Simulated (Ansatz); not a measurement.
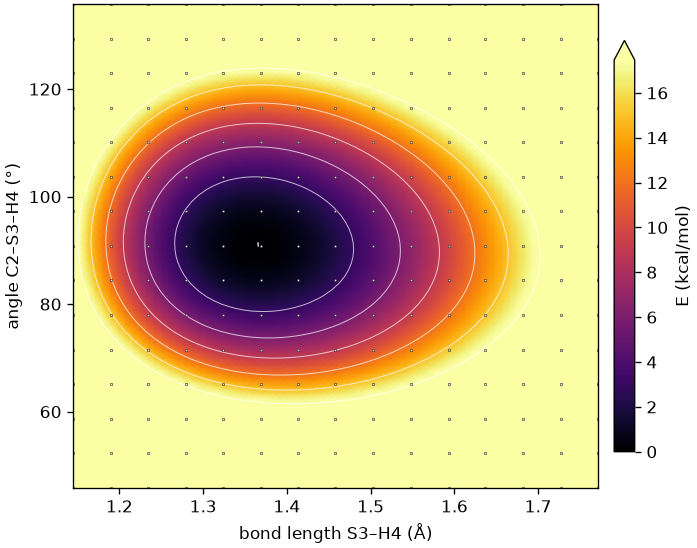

CHOS, SMILES O=[C+]S, charge +1. The first coordinate is: bond length S3–H4; the second: angle C2–S3–H4. Nothing is relaxed (all other coordinates rigid). Grid: 15 × 15 points. Energies: kcal/mol, counted from the lowest grid point. Theory: Ansatz, RKS B3LYP-D4/def2-TZVP.

In the figure: a smooth colour map with a few white contour lines, dots at the grid points, one colour for all values above the top of the scale. Between grid points the surface is interpolated.

> Estimate the position of the minimum and the force constants in these coordinates.

The interpolated minimum is at bond length S3–H4 ≈ 1.363 Å, angle C2–S3–H4 ≈ 90.8°. The curvatures there are about 23 eV/Å² and 5.5 eV/rad², with a cross term of about 0.5 eV/(Å·rad). Round the minimum the two coordinates are nearly uncoupled. (1 eV is 23.1 kcal/mol.)
